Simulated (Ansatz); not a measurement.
Consider YB₃N₄.

```xyz
16
Lattice="-9.6032 0.0000 -1.2707 0.0000 2.7169 0.0000 1.5811 0.0000 -5.0866" Properties=species:S:1:pos:R:3 pbc="T T T"
B    -3.9725    1.3584   -4.9260
B     0.8291    0.0000   -4.2907
B    -6.9754    0.0000   -1.2290
B    -2.1738    1.3584   -0.5936
N    -5.3001    1.3584   -5.4514
N    -0.4985    0.0000   -4.8160
N    -8.2497    0.0000   -2.1936
N    -3.4481    1.3584   -1.5583
B    -9.1571    1.3584   -2.0419
B    -4.3555    0.0000   -1.4066
Y    -6.6990    1.3584   -3.5315
Y    -1.8974    0.0000   -2.8962
N    -5.6583    0.0000   -2.1700
N    -0.8567    1.3584   -1.5346
N    -8.0785    1.3584   -5.4731
N    -3.2769    0.0000   -4.8378
```

Space group Cm; started from the ordered alloy on wurtzite lattice prototype, which need not be the ambient phase; computed pressure about 3 GPa in this cell.

Method: Ansatz, DFT, PBE, plane waves, PAW.

Question: What will maps of the valence pseudo-density and electron localisation function show?

Answer: B–N (1.43 Å): the density is about 1.9 e/Å³ at the midpoint; the ELF peaks at about 0.90 between the atoms: a polar covalent bond.
B–N (1.51 Å): ρ is about 1.6 e/Å³ halfway; the ELF peaks at about 0.90 between the atoms: a polar covalent bond.
B–N (1.60 Å): ρ is about 1.3 e/Å³ halfway; the ELF peaks at about 0.90 between the atoms.
B–N (1.62 Å): ρ is about 1.2 e/Å³ halfway; the ELF peaks at about 0.90 between the atoms (a shared but strongly polarised pair).

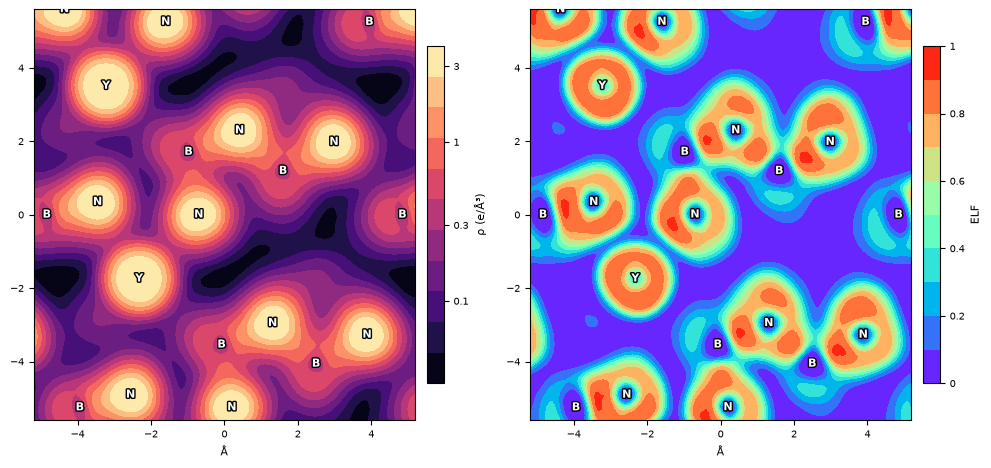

Computed valence pseudo-density and electron localisation function on the (010) plane of the conventional cell, in this order. 

In a PAW calculation such maps are meaningful between the atoms, not at the nuclei.
